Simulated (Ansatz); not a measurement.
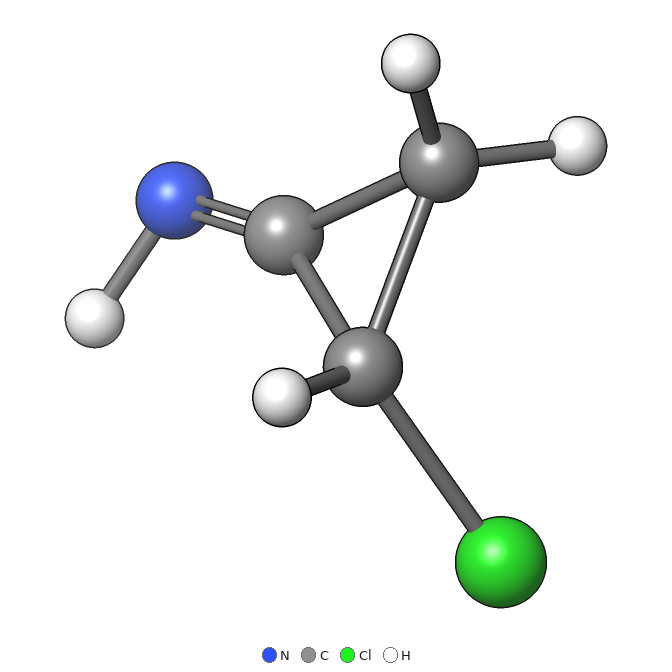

Rendered structure (ball-and-stick style).

Computed geometry: PBE0-D4/def2-TZVP optimisation.

Give the formula.

Answer. C₃H₄ClN, 9 atoms: 3 carbon, 4 hydrogen, 1 chlorine and 1 nitrogen.

How many bonds of each kind are drawn?

Answer. 3 C–C, 3 C–H, 1 C–N, 1 C–Cl, 1 N–H.

How many sets of symmetry-equivalent atoms are there?

Answer. 9: 1 N, 1 C, 1 C, 1 C, 1 Cl, 1 H, 1 H, 1 H, 1 H.

Does it have rings?

Answer. Independent rings (smallest set): 1 of 3 members.

The parts below concern this one geometry. Atoms keep their numbers from picture to picture.

**Geometry**

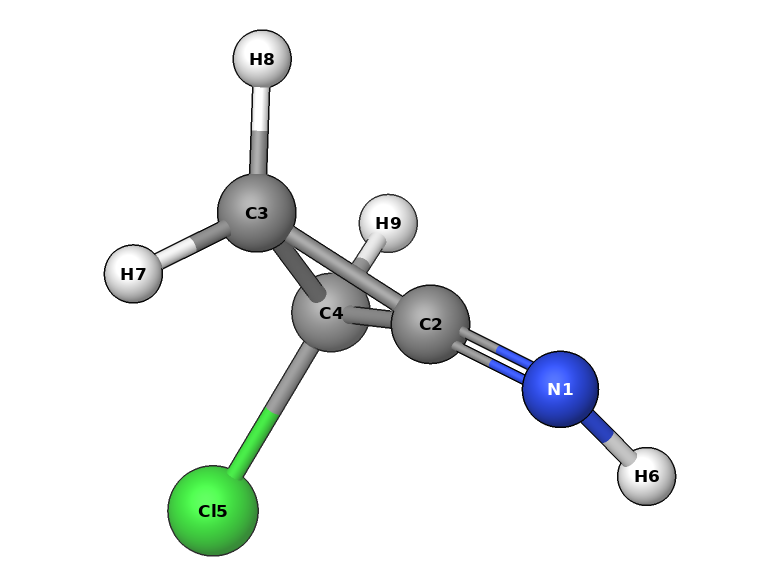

The atoms are numbered.

What is the geometry at N1?

Answer. N1 has 2 neighbours (C2 at 1.25, H6 at 1.02 Å); the arrangement is bent.

Which bond is the longest?

Answer. C4–Cl5, 1.750 Å.

What is the dihedral angle N1–C2–C4–Cl5?

Answer. 66° in size, that is gauche.

**Dipole moment**

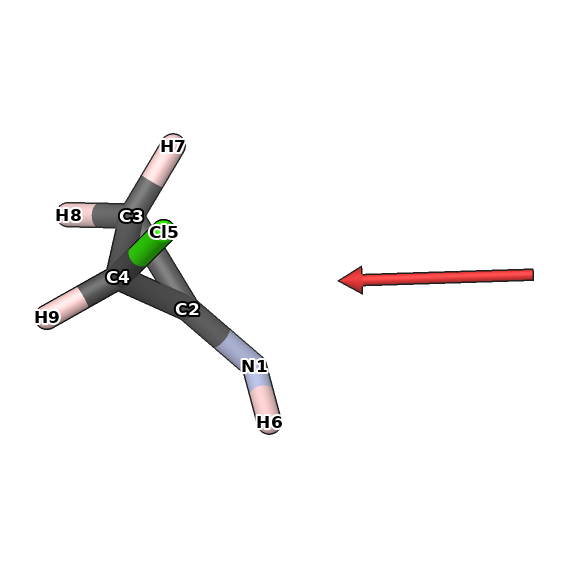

The arrow beside the molecule shows the direction of the dipole moment, from the negative to the positive end (its length means nothing). Level of theory: RKS r2SCAN-D4/def2-TZVPP (Ansatz 0.2.0).

How large is the dipole moment?

Answer. 1.70 D; it points from the side of H6 to the side of H9 (the outermost atoms at the two ends).

**Vibrations**

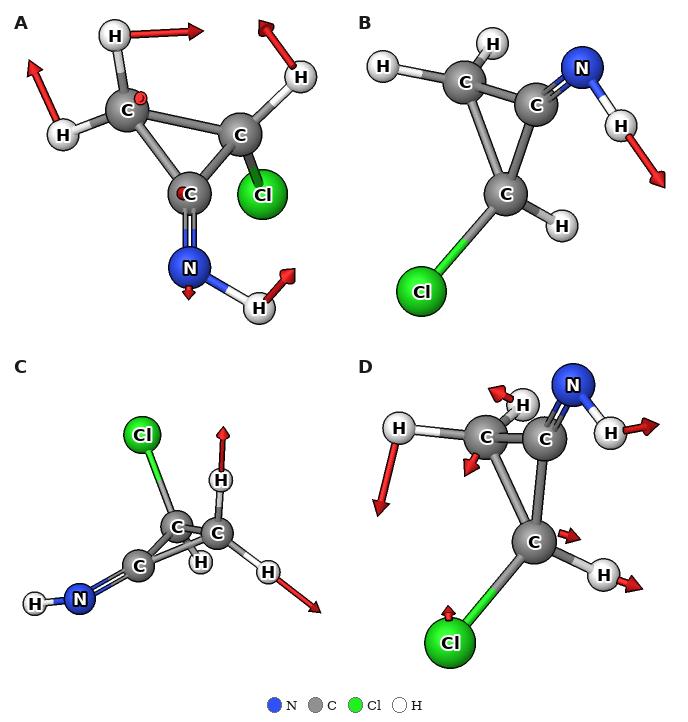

4 normal modes of one molecule or complex, as arrows. Harmonic vibrations computed with RKS PBE0-D4/def2-TZVP (Ansatz 0.2.0) at a stationary point of the same level.

Match the panels to the wavenumbers 293 cm⁻¹, 726 cm⁻¹, 3131 cm⁻¹, 3452 cm⁻¹.

Answer. A: 726 cm⁻¹, C–C–H bending
B: 3452 cm⁻¹, N–H stretching
C: 3131 cm⁻¹, in-phase stretching of 2 C–H bonds
D: 293 cm⁻¹, C–C–Cl bending

**Charges**

The questions are on Mulliken charges. Method: RKS r2SCAN-D4/def2-TZVPP (Ansatz 0.2.0).

Which atom carries the highest charge (most positive or least negative)?

Answer. H6 (0.17 e).

And the lowest?

Answer. N1 (−0.27 e).

Give the Mulliken charges atom by atom.

```tsv
atom	value (e)
N1	−0.27
C2	0.01
C3	−0.07
C4	0.08
Cl5	−0.14
H6	0.17
H7	0.07
H8	0.07
H9	0.08
```

Mulliken values depend strongly on the basis set and can even reverse the polarity of a bond.
